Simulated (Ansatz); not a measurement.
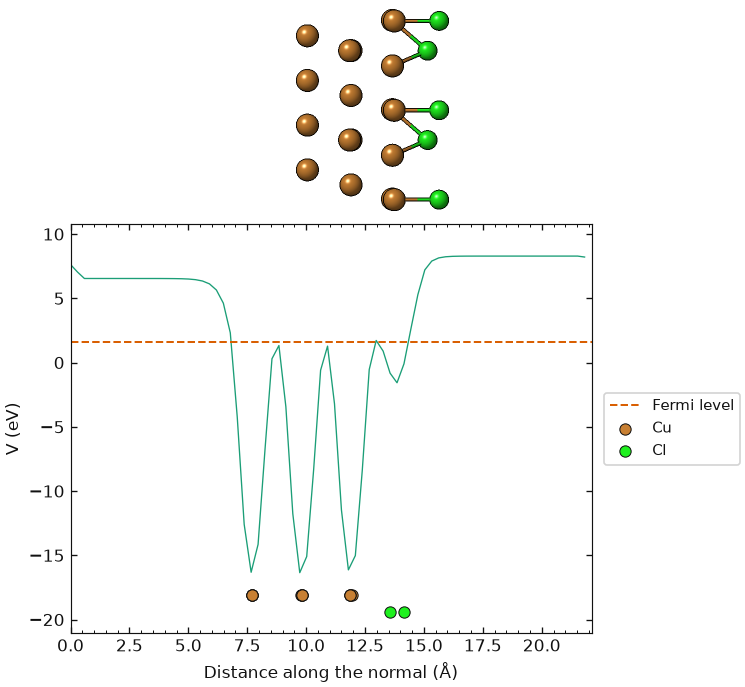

Plane-averaged electrostatic potential energy of an electron across the slab; circles at the bottom mark the heights of the atoms (positions after relaxation). The structure is drawn too.

Calculation on a (111) slab cut from Cu (Fm-3m), of composition Cu₆Cl (not the bulk's), ended by Cu planes, 14 atoms in the cell.

Level of theory: DFT PBE+D3(BJ), scalar-relativistic, plane waves, PAW, no spin polarisation, 4×4×1 k mesh, 420 eV cutoff; code Ansatz.

Q: What is the work function?

A: The work function is 6.70 eV at the right face and 4.95 eV at the left.

Q: How thick are slab and vacuum?

A: The outermost atoms are 6.4 Å apart, which leaves 15.7 Å of vacuum in a cell 22.1 Å high.

Q: Do the two faces differ, and what does that say about the slab's dipole?

A: The vacuum level is 1.74 eV higher at the right than at the left, so the slab carries a dipole along its normal; the ramp in the vacuum, at or near the edge of the plot, is the dipole correction that keeps each side flat. Some atoms were held fixed in the relaxation, which can itself make the faces differ.
